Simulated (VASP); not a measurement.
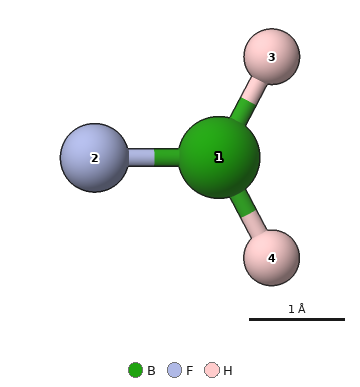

The structure as given in the input (ball-and-stick view of the molecule without its box, seen on its broad side; atoms are numbered from 1 in the order of the input). Bond lengths as drawn: B–F 1.32 Å and B–H 1.20 Å.

BH2F: ELF calculation

System: BH2F (4 atoms in the cell).
Method: Kohn-Sham DFT of a periodic cell, PBE, VASP PAW PBE potentials, recommended, no spin polarisation (VASP 6.6.1).

**INCAR**
```
SYSTEM = BH2F
PREC = Accurate
ENCUT = 520
EDIFF = 1E-6
ISMEAR = 0
SIGMA = 0.01
LREAL = .FALSE.
LASPH = .TRUE.
NELM = 80
ALGO = Normal
ISIF = 2
LWAVE = .FALSE.
LCHARG = .TRUE.
GGA = PE
LELF = .TRUE.
```

**KPOINTS**
```
regular mesh
0
G
  1 1 1
  0 0 0
```

**POSCAR**
```
BH2F
1.0
   12.0000000000      0.0000000000      0.0000000000
    0.0000000000     11.0000000000      0.0000000000
    0.0000000000      0.0000000000     11.0000000000
B F H
1 1 2
Direct
    0.4967791700      0.4906136400      0.5082772700
    0.5874875000      0.4640045500      0.5701590900
    0.4146791700      0.4319681800      0.5280045500
    0.5019041700      0.5718500000      0.4360227300
```

Launch command:
```bash
cat potpaw_PBE.64/B/POTCAR potpaw_PBE.64/F/POTCAR potpaw_PBE.64/H/POTCAR > POTCAR
mpirun -np 1 vasp_gam > vasp.out
```

**OSZICAR**
```
N       E                     dE             d eps       ncg     rms          rms(c)
DAV:   1     0.112127701646E+03    0.11213E+03   -0.29120E+03    28   0.633E+02
DAV:   2     0.373833017261E+01   -0.10839E+03   -0.10774E+03    38   0.137E+02
DAV:   3    -0.195167158825E+02   -0.23255E+02   -0.23246E+02    32   0.967E+01
DAV:   4    -0.199394235166E+02   -0.42271E+00   -0.42266E+00    22   0.137E+01
DAV:   5    -0.199424639607E+02   -0.30404E-02   -0.30404E-02    22   0.128E+00    0.767E+00
DAV:   6    -0.188038014090E+02    0.11387E+01   -0.19332E+00    28   0.120E+01    0.404E+00
DAV:   7    -0.183989045391E+02    0.40490E+00   -0.52314E-01    30   0.572E+00    0.137E+00
DAV:   8    -0.183444404687E+02    0.54464E-01   -0.14204E-01    30   0.263E+00    0.364E-01
DAV:   9    -0.183421019691E+02    0.23385E-02   -0.13429E-02    20   0.106E+00    0.132E-01
DAV:  10    -0.183423337082E+02   -0.23174E-03   -0.22756E-03    24   0.456E-01    0.583E-02
DAV:  11    -0.183437913196E+02   -0.14576E-02   -0.10577E-03    20   0.225E-01    0.381E-02
DAV:  12    -0.183453413246E+02   -0.15500E-02   -0.52877E-04    24   0.169E-01    0.296E-02
DAV:  13    -0.183480805336E+02   -0.27392E-02   -0.41921E-04    20   0.154E-01    0.125E-02
DAV:  14    -0.183490395176E+02   -0.95898E-03   -0.11258E-04    24   0.631E-02    0.952E-03
DAV:  15    -0.183499839604E+02   -0.94444E-03   -0.13237E-04    20   0.635E-02    0.378E-03
DAV:  16    -0.183501855897E+02   -0.20163E-03   -0.97956E-06    22   0.174E-02    0.259E-03
DAV:  17    -0.183503279172E+02   -0.14233E-03   -0.87743E-06    22   0.157E-02    0.163E-03
DAV:  18    -0.183503624349E+02   -0.34518E-04   -0.10082E-06    24   0.580E-03    0.916E-04
DAV:  19    -0.183503753746E+02   -0.12940E-04   -0.58566E-07    24   0.420E-03    0.314E-04
DAV:  20    -0.183503783209E+02   -0.29463E-05   -0.63805E-08    24   0.180E-03    0.305E-04
DAV:  21    -0.183503794561E+02   -0.11352E-05   -0.14073E-08    24   0.105E-03    0.553E-05
DAV:  22    -0.183503800094E+02   -0.55329E-06   -0.38523E-09    24   0.448E-04
   1 F= -.18350380E+02 E0= -.18350380E+02  d E =-.170726E-22
```

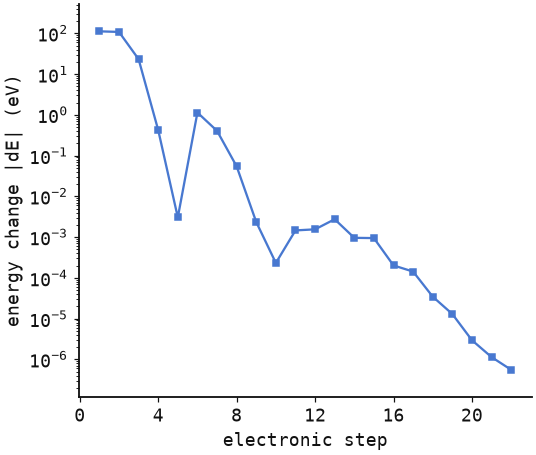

Convergence of the self-consistent field: energy change |dE| against the electronic step. It takes 22 electronic steps. The density is held fixed in the first few steps, and dE rises again when its update begins.

**Parts of OUTCAR**
```
SYSTEM = BH2F
   PREC = Accurate
   ENCUT = 520
   EDIFF = 1E-6
   ISMEAR = 0
   LREAL = .FALSE.
   LASPH = .TRUE.
   NELM = 80
   ISIF = 2
   GGA = PE

 ion  position               nearest neighbor table
   1  0.497  0.491  0.508-   3 1.20   4 1.20   2 1.32
   2  0.587  0.464  0.570-   1 1.32
   3  0.415  0.432  0.528-   1 1.20
   4  0.502  0.572  0.436-   1 1.20

  LATTYP: Found a simple tetragonal cell.
 ALAT       =    11.0000000000
 C/A-ratio  =     1.0909090909

  Lattice vectors:

 A1 = (   0.0000000000,  11.0000000000,   0.0000000000)
 A2 = (   0.0000000000,   0.0000000000,  11.0000000000)
 A3 = (  12.0000000000,   0.0000000000,   0.0000000000)

Analysis of symmetry for initial positions (statically):
=====================================================================
 Subroutine PRICEL returns:
 Original cell was already a primitive cell.

 Routine SETGRP: Setting up the symmetry group for a
 simple tetragonal supercell.

 Subroutine GETGRP returns: Found  1 space group operations
 (whereof  1 operations were pure point group operations)
 out of a pool of 16 trial point group operations.

The static configuration has the point symmetry C_1 .

Analysis of symmetry for dynamics (positions and initial velocities):
=====================================================================
 Subroutine PRICEL returns:
 Original cell was already a primitive cell.

 Routine SETGRP: Setting up the symmetry group for a
 simple tetragonal supercell.

 Subroutine GETGRP returns: Found  1 space group operations
 (whereof  1 operations were pure point group operations)
 out of a pool of 16 trial point group operations.

The dynamic configuration has the point symmetry C_1 .

 Subroutine INISYM returns: Found  1 space group operations
 (whereof  1 operations are pure point group operations),
 and found     1 'primitive' translations

----------------------------------------------------------------------------------------

                                     Primitive cell

  volume of cell :    1452.0000

  direct lattice vectors                    reciprocal lattice vectors
    12.000000000  0.000000000  0.000000000     0.083333333  0.000000000  0.000000000
     0.000000000 11.000000000  0.000000000     0.000000000  0.090909091  0.000000000
     0.000000000  0.000000000 11.000000000     0.000000000  0.000000000  0.090909091

  length of vectors
    12.000000000 11.000000000 11.000000000     0.083333333  0.090909091  0.090909091

  position of ions in fractional coordinates (direct lattice)
     0.496779170  0.490613640  0.508277270
     0.587487500  0.464004550  0.570159090
     0.414679170  0.431968180  0.528004550
     0.501904170  0.571850000  0.436022730

  ion indices of the primitive-cell ions
   primitive index   ion index
                 1           1
                 2           2
                 3           3
                 4           4

----------------------------------------------------------------------------------------

 KPOINTS: regular mesh

Automatic generation of k-mesh.
 Grid dimensions read from file:
 generate k-points for:    1    1    1

 Generating k-lattice:

  Cartesian coordinates                     Fractional coordinates (reciprocal lattice)
     0.083333333  0.000000000  0.000000000     1.000000000  0.000000000  0.000000000
     0.000000000  0.090909091  0.000000000     0.000000000  1.000000000  0.000000000
     0.000000000  0.000000000  0.090909091     0.000000000  0.000000000  1.000000000

  Length of vectors
     0.083333333  0.090909091  0.090909091

  Shift w.r.t. Gamma in fractional coordinates (k-lattice)
     0.000000000  0.000000000  0.000000000

 Subroutine IBZKPT returns following result:
 ===========================================

 Found      1 irreducible k-points:

 Following reciprocal coordinates:
            Coordinates               Weight
  0.000000  0.000000  0.000000      1.000000
   k-points           NKPTS =      1   k-points in BZ     NKDIM =      1   number of bands    NBANDS=     10
   number of dos      NEDOS =    301   number of ions     NIONS =      4
   total plane-waves  NPLWV = 635040
   dimension x,y,z NGX =    90 NGY =   84 NGZ =   84
   dimension x,y,z NGXF=   180 NGYF=  168 NGZF=  168
   ions per type =               1   1   2
   NGX,Y,Z   is equivalent  to a cutoff of  12.47, 12.70, 12.70 a.u.
   NGXF,Y,Z  is equivalent  to a cutoff of  24.94, 25.39, 25.39 a.u.
 SYSTEM =  BH2F
   PREC   = accura    normal or accurate (medium, high low for compatibility)
   ISTART =      0    job   : 0-new  1-cont  2-samecut
   ICHARG =      2    charge: 1-file 2-atom 10-const
   ISPIN  =      1    spin polarized calculation?
   LNONCOLLINEAR =      F non collinear calculations
   LSORBIT =      F    spin-orbit coupling
   LASPH  =      T    aspherical Exc in radial PAW
   ENCUT  =  520.0 eV  38.22 Ry    6.18 a.u.  22.31 20.45 20.45*2*pi/ulx,y,z
   NELM   =     80;   NELMIN=  2; NELMDL= -5     # of ELM steps
   EDIFF  = 0.1E-05   stopping-criterion for ELM
   LREAL  =      F    real-space projection
   EDIFFG = 0.1E-04   stopping-criterion for IOM
   NSW    =      0    number of steps for IOM
   IBRION =     -1    ionic relax: 0-MD 1-quasi-New 2-CG
   NFREE  =      0    steps in history (QN), initial steepest desc. (CG)
   ISIF   =      2    stress and relaxation
   ISYM   =      2    0-nonsym 1-usesym 2-fastsym
   POTIM  = 0.5000    time-step for ionic-motion
   TEBEG  =    0.0;   TEEND  =   0.0 temperature during run
   PSTRESS=    0.0 pullay stress
   NELECT =      12.0000    total number of electrons
   NUPDOWN=      -1.0000    fix difference up-down
   EMIN   =  10.00;   EMAX   =-10.00  energy-range for DOS
   EFERMI =   0.00;   METHOD = LEGACY
   ISMEAR =     0;   SIGMA  =   0.01  broadening in eV -4-tet -1-fermi 0-gaus
   EFERMI_NEDOS =   21; number of points for ismear=-14 and -15
   IALGO  =     38    algorithm
   IMIX   =      4    mixing-type and parameters
     AMIX     =   0.40;   BMIX     =  1.00
     AMIX_MAG =   1.60;   BMIX_MAG =  1.00
  volume/ion in A,a.u.               =     363.00      2449.64
  Fermi-wavevector in a.u.,A,eV,Ry     =   0.330989  0.625478  1.490565  0.109553
  Thomas-Fermi vector in A             =   1.226762
   LORBIT       =      0    0 simple, 1 ext, 2 COOP (PROOUT), +10 PAW based schemes
   GGA     = PE    functional components
   LHFCALC =     F    Hartree Fock is set to
   AEXX    =    0.0000 exact exchange contribution
   IVDW    =     0    specifies the selected vdW correction
   LEPSILON=     F    determine dielectric tensor
   LRPA    =     F    only Hartree local field effects (RPA)
 non-spin polarized calculation
 Gauss-broadening in eV      SIGMA  =   0.01
  energy-cutoff  :      520.00
  volume of cell :     1452.00
 maximum number of plane-waves:     19579
 NGX is ok and might be reduce to    90
   NGX = 45   NGY = 41   NGZ = 41

 number of electron      11.9999998 magnetization

 Free energy of the ion-electron system (eV)
  ---------------------------------------------------
  ext. energy  EPLUGINS =         0.00000000
  ---------------------------------------------------
  free energy    TOTEN  =       -18.35038001 eV

  energy without entropy =      -18.35038001  energy(sigma->0) =      -18.35038001

 E-fermi :  -7.5884     XC(G=0):  -0.5265     alpha+bet : -0.1589

 val. band max:       -7.6571278125   @ k =   0.0000   0.0000   0.0000
 cond. band min:      -2.1741110806   @ k =   0.0000   0.0000   0.0000
 fundamental gap:      5.4830167319
 Fermi energy:        -7.5883913370

 k-point     1 :       0.0000    0.0000    0.0000
  band No.  band energies     occupation
      1     -30.6807      2.00000
      2     -13.7182      2.00000
      3     -11.4604      2.00000
      4     -11.1812      2.00000
      5     -10.8545      2.00000
      6      -7.6571      2.00000
      7      -2.1741      0.00000
      8      -0.2493      0.00000
      9       0.4315      0.00000
     10       0.8303      0.00000

------------------------ aborting loop because EDIFF is reached ----------------------------------------

  FORCE on cell =-STRESS in cart. coord.  units (eV):
  Direction    XX          YY          ZZ          XY          YZ          ZX
  --------------------------------------------------------------------------------------
  -------------------------------------------------------------------------------------
  Total        0.6747356      0.1136223      0.2536972     -0.0905278     -0.2065847      0.3676228
  in kB        0.7445221      0.1253740      0.2799366     -0.0998909     -0.2279513      0.4056452
  external PRESSURE =       0.3832776 kB  Pullay stress =       0.0000000 kB

 VOLUME and BASIS-vectors are now :
 -----------------------------------------------------------------------------
  energy-cutoff  :      520.00
  volume of cell :     1452.00
      direct lattice vectors                 reciprocal lattice vectors
    12.000000000  0.000000000  0.000000000     0.083333333  0.000000000  0.000000000
     0.000000000 11.000000000  0.000000000     0.000000000  0.090909091  0.000000000
     0.000000000  0.000000000 11.000000000     0.000000000  0.000000000  0.090909091

 POSITION                                       TOTAL-FORCE (eV/Angst)
 -----------------------------------------------------------------------------------
      5.96135      5.39675      5.59105        -0.498055      0.135616     -0.313573
      7.04985      5.10405      6.27175         0.594302     -0.160748      0.372558
      4.97615      4.75165      5.80805        -0.112505     -0.081888      0.032467
      6.02285      6.29035      4.79625         0.016258      0.107020     -0.091452
 -----------------------------------------------------------------------------------
    total drift:                               -0.001390     -0.000377     -0.000888

  FREE ENERGIE OF THE ION-ELECTRON SYSTEM (eV)
  ---------------------------------------------------
  free  energy   TOTEN  =       -18.3503800094 eV

  energy  without entropy=      -18.3503800094  energy(sigma->0) =      -18.35038001
```

**CONTCAR**
```
BH2F
   1.00000000000000
    12.0000000000000000    0.0000000000000000    0.0000000000000000
     0.0000000000000000   11.0000000000000000    0.0000000000000000
     0.0000000000000000    0.0000000000000000   11.0000000000000000
  B               F               H
     1     1     2
Direct
     0.4967791700000035    0.4906136399999994    0.5082772700000007
     0.5874875000000017    0.4640045499999985    0.5701590899999971
     0.4146791699999994    0.4319681799999984    0.5280045499999986
     0.5019041700000031    0.5718499999999977    0.4360227299999977

  0.00000000E+00  0.00000000E+00  0.00000000E+00
  0.00000000E+00  0.00000000E+00  0.00000000E+00
  0.00000000E+00  0.00000000E+00  0.00000000E+00
  0.00000000E+00  0.00000000E+00  0.00000000E+00
```

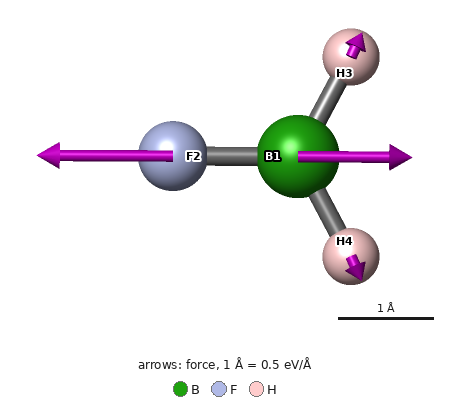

Forces on the atoms as pink arrows (ball-and-stick view of the molecule without its box, seen on its broad side; atoms are numbered from 1 in the order of the input). The largest act on F2 (0.72 eV/Å); B1 (0.60 eV/Å). The geometry is not a stationary point of this energy.

**Summary**

- outcome: converged
- electrons treated: 12
- free energy: −18.3504 eV
- Fermi energy of the self-consistent step: −7.588 eV
- gap on the k-point mesh: 5.48 eV
- largest force (length of the vector): 0.720 eV/Å
- hardware: 1 thread of Intel Xeon (Granite Rapids), 120 GiB of memory available, shared host
- wall time: 67 s
- peak memory: 1.1 GiB
